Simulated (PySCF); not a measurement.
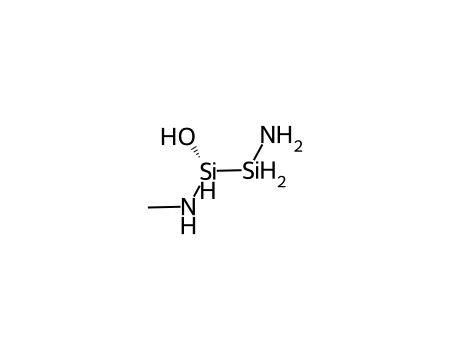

Structural formula above. The computed structure is the end point of a GFN2-xTB optimisation. No frequency run is at hand to confirm it as a minimum.

What does the molecule look like in three dimensions?

The molecule is CH₁₀N₂OSi₂. Its SMILES string is `CN[Si@H](O)[SiH2]N`. It has no ring. Among its groups: Si–H bond, Si–O bond, Si–N bond. This geometry has C1 symmetry. Coordination, clear cases only: 1 C tetrahedral; 2 Si tetrahedral; 1 O bent.

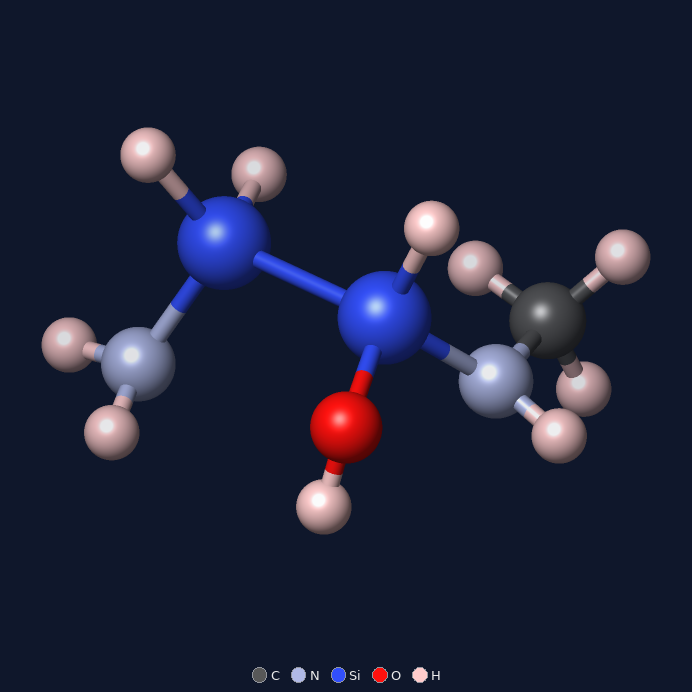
